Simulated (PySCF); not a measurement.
**Ca₁₄S₁₃ (charge +2): excited-state calculation**

- system: Ca₁₄S₁₃ (3x3x3 CaS rock-salt block), charge +2
- method: TDA PBE0/def2-SVP, vertical, gas phase, core orbitals frozen in the response, virtual orbitals cut by energy (PySCF 2.14.0)

The geometry comes from this level: GFN2-xTB.

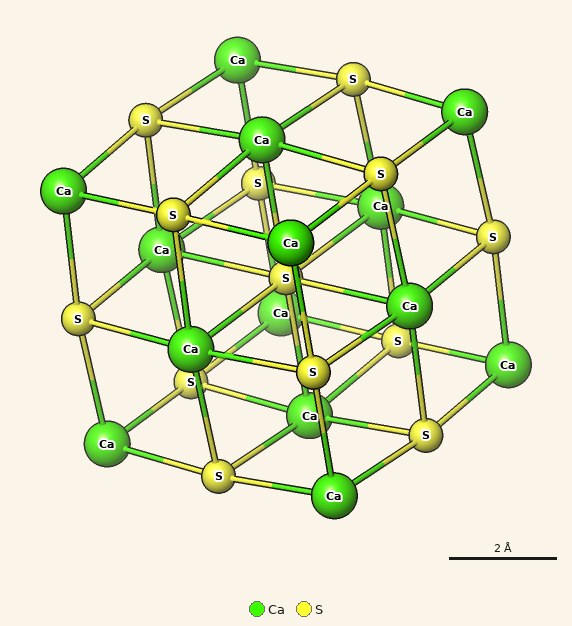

Fig. 1: The structure (ball-and-stick view, seen at a tilt). Sticks mark near contacts. Bond lengths as drawn: Ca–S 2.71 to 2.96 Å.

**Results in brief**

- outcome: converged
- total energy: −14657.685353 hartree
- HOMO: −9.84 eV
- LUMO: −5.42 eV
- mean polarisability: 563.58 a.u.
- lowest singlet excitation: 3.79 eV
- hardware: 4 CPU threads, shared host
- wall time: 5.4 min (CPU time 20 min)
- peak memory: 3.3 GiB

**Input**
```
{"job": {"kind": "uv", "basis": "def2-SVP", "grid": 1, "kgrid": 0, "vcut": 1.5, "nstates": 6, "ntriplets": 2, "tda": true, "delta": [], "pop": true, "xc": "PBE0"}, "charge": 2, "multiplicity": 1}
Ca    -2.706743    -2.706879    -2.710565
S     -2.804378    -2.803761    -0.001856
Ca    -2.707639    -2.708648     2.706971
S     -2.803854     0.001583    -2.802951
Ca    -2.959605     0.001001    -0.002081
S     -2.804831     0.000228     2.804010
Ca    -2.707348     2.710360    -2.708969
S     -2.804544     2.802990    -0.000173
Ca    -2.709027     2.709662     2.707929
S      0.001834    -2.802281    -2.803704
Ca    -0.000775    -2.957307     0.000459
S      0.000053    -2.802100     2.802923
Ca    -0.000322     0.000895    -2.956370
S     -0.002834    -0.000170     0.000145
Ca    -0.002664    -0.001415     2.958558
S      0.001518     2.803674    -2.801226
Ca    -0.002245     2.954308     0.001670
S     -0.000485     2.802797     2.804311
Ca     2.712358    -2.707480    -2.709384
S      2.801541    -2.802070     0.000458
Ca     2.709505    -2.709559     2.709524
S      2.801895     0.001880    -2.800766
Ca     2.952163     0.000048    -0.000132
S      2.800658     0.000308     2.805684
Ca     2.712111     2.712017    -2.709603
S      2.801366     2.803763     0.001606
Ca     2.710353     2.712009     2.711727
```

The first line tells a small driver script what to run in PySCF; the rest is the geometry in Å.

Run as:
```bash
OMP_NUM_THREADS=4 python <driver script> task.json out
```

**Output**
```
start: PBE on a coarse grid of 52124 points
cycle   1  E = -14655.4441145474  dE =  3.204e+00  |g| = 1.359e+00  |ddm| = 1.005e+01
cycle   2  E = -14641.4295327252  dE =  1.401e+01  |g| = 5.839e+00  |ddm| = 8.701e+00
cycle   3  E = -14655.6771362291  dE = -1.425e+01  |g| = 1.107e+00  |ddm| = 7.564e+00
cycle   4  E = -14656.1101737314  dE = -4.330e-01  |g| = 1.498e-01  |ddm| = 1.843e+00
cycle   5  E = -14656.1096099801  dE =  5.638e-04  |g| = 1.505e-01  |ddm| = 5.431e-01
cycle   6  E = -14656.1177214723  dE = -8.111e-03  |g| = 3.559e-02  |ddm| = 2.717e-01
cycle   7  E = -14656.1181532123  dE = -4.317e-04  |g| = 1.010e-02  |ddm| = 7.247e-02
cycle   8  E = -14656.1181824774  dE = -2.927e-05  |g| = 2.360e-03  |ddm| = 1.696e-02
final grid: 170359 points
cycle   9  E = -14657.6815862224  dE = -2.101e-02  |g| = 1.078e-01  |ddm| = 5.909e-01
cycle  10  E = -14657.6802557630  dE =  1.330e-03  |g| = 1.228e-01  |ddm| = 4.029e-01
cycle  11  E = -14657.6852991567  dE = -5.043e-03  |g| = 1.203e-02  |ddm| = 1.986e-01
cycle  12  E = -14657.6853476356  dE = -4.848e-05  |g| = 5.043e-03  |ddm| = 2.339e-02
cycle  13  E = -14657.6853567945  dE = -9.159e-06  |g| = 6.441e-04  |ddm| = 8.538e-03
cycle  14  E = -14657.6853502311  dE =  6.563e-06  |g| = 2.747e-04  |ddm| = 1.678e-03
cycle  15  E = -14657.6853528845  dE = -2.653e-06  |g| = 3.192e-05  |ddm| = 4.950e-04
converged SCF energy = -14657.6853528845

Static polarisability (au): isotropic 563.578, principal 563.559 563.581 563.595

Singlet excitations
state   eV       nm        f      main configurations
  1   3.7886    327.3   0.08174   H->L 0.98
  2   3.7896    327.2   0.08183   H-1->L 0.98
  3   3.7911    327.0   0.08177   H-2->L 0.98
  4   4.1324    300.0   0.00000   H-1->L+1 0.37, H->L+3 0.30, H->L+1 0.13
  5   4.1332    300.0   0.00000   H->L+2 0.41, H-2->L+1 0.20, H-2->L+3 0.20
  6   4.1337    299.9   0.00000   H-2->L+2 0.36, H-1->L+1 0.21, H-1->L+3 0.20

Triplet excitations (Tamm-Dancoff, eV): 3.7481 3.7492
```

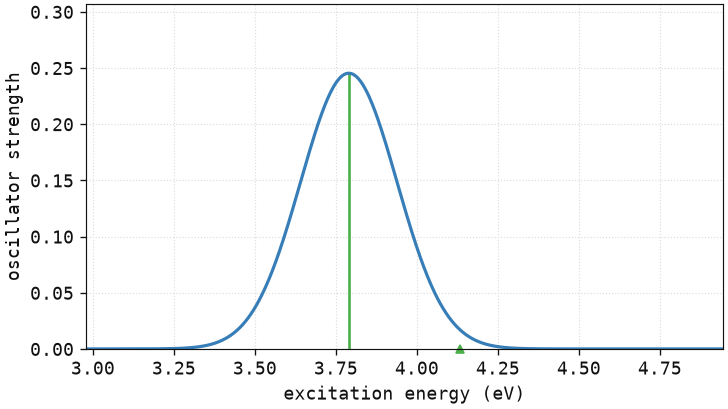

Fig. 2: Computed excitations as sticks (degenerate states added up, dark ones marked on the axis), with a Gaussian envelope of 0.35 eV full width at half maximum, scaled to the tallest. Of the 6 states the lowest lies at 3.79 eV (f = 0.082); the strongest line is at 3.79 eV, or 327 nm (f = 0.245, summed over 3 states that lie within 0.004 eV).

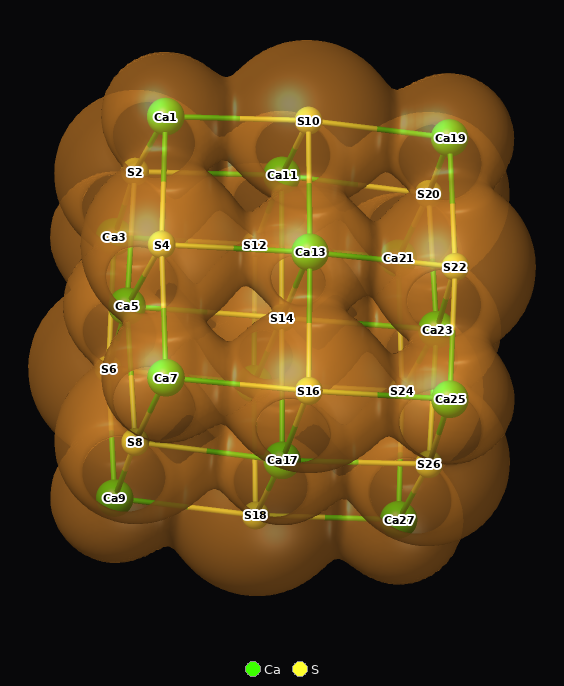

Fig. 3: Isosurface of the electron density at 0.1 e/Å³ (orange), seen at an oblique angle. At this value the surface is in one piece. On the grid the lowest density along these lines, outside the cores, is 0.22 e/Å³ (Ca–S, 2.71 Å), 0.19 e/Å³ (Ca–S, 2.80 Å) and 0.14 e/Å³ (Ca–S, 2.95 Å).

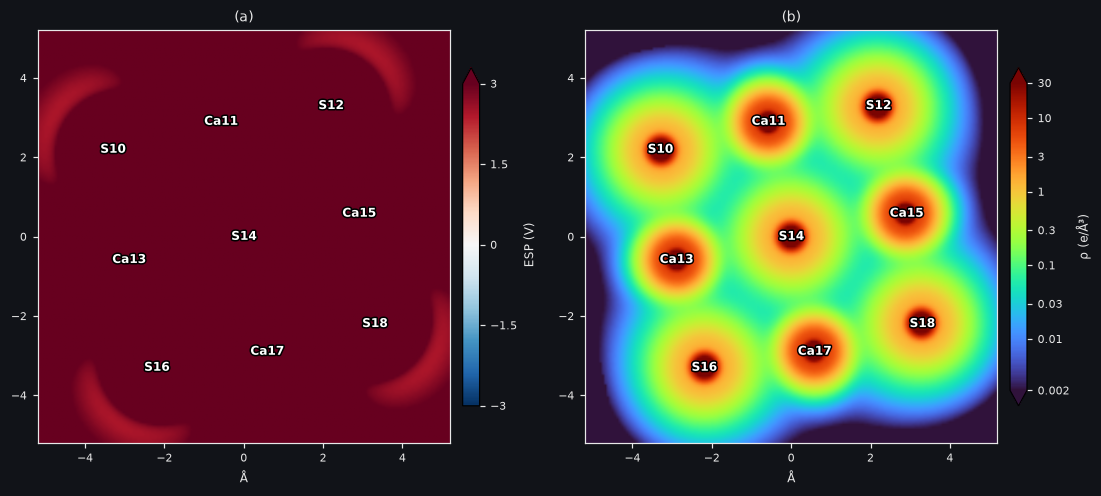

Fig. 4: (a) molecular electrostatic potential; (b) total electron density on the plane of atoms Ca11, S14 and Ca13. Ca–S (2.81 Å): ρ at the midpoint is about 0.21 e/Å³. Ca–S (2.95 Å): ρ is about 0.16 e/Å³ halfway. The potential has no marked negative region in this plane.

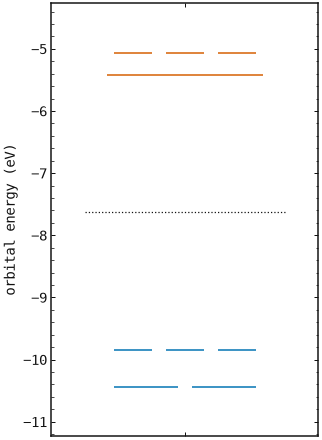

Fig. 5: Orbital energies near the frontier; the dotted line parts filled from empty levels, and levels within 0.02 eV of each other stand side by side. Highest filled −9.84 eV, lowest empty −5.42 eV, 4.42 eV apart.
